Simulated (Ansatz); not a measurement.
The starting structures come from a database of crystals and need not be the phases stable at ambient conditions.

 Where the default PAW files enter, the runs use the earlier of Ansatz's two default sets.

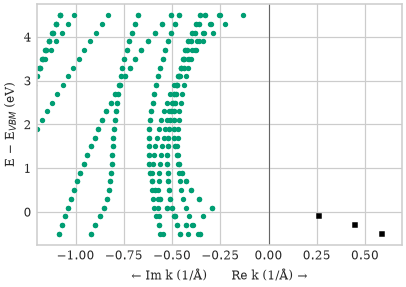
Figure: Complex bands at the centre of the two-dimensional zone; r2SCAN (Ansatz, an electronic-structure program)

No gap correction and no spin-orbit coupling; mid-gap values are interpolated between computed energies.

This is CaHCl (P4/nmm, not sure to be the ambient phase, 6 atoms a cell, 16.8 Å³ an atom) along the normal of (110). Read off the slowest decay at the centre of the two-dimensional zone at 2.10 eV, the computed energy nearest the middle of the gap.

κ ≈ 0.47 1/Å, a decay length 1/(2κ) of the density of 1.1 Å.
